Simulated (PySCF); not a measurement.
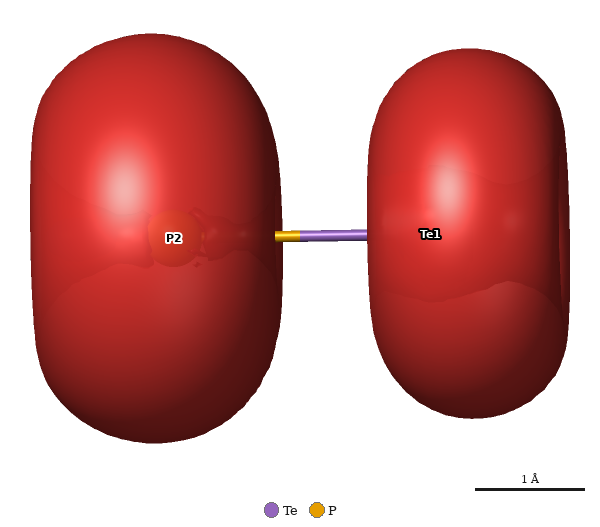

*TeP (charge −1, triplet). Isosurfaces of the spin density at +0.015 (red) and −0.015 e/Å³ (blue), seen from one side.*

Core potentials replace the inner electrons of Te.

All numbers below come from PBE0/def2-SVPD, non-relativistic Hamiltonian with scalar-relativistic core potentials where named, at a bond length of 2.375 Å in PySCF 2.14.0.

```xyz
2

Te    0.0000    0.0000   -0.4573
P     0.0000    0.0000    1.9177
```

Q: Which atoms carry the spin?

A: The unpaired spin (2 electrons) lies mostly on P2 (about 1.4) and Te1 (about 0.6), in electrons by Hirshfeld's partition.
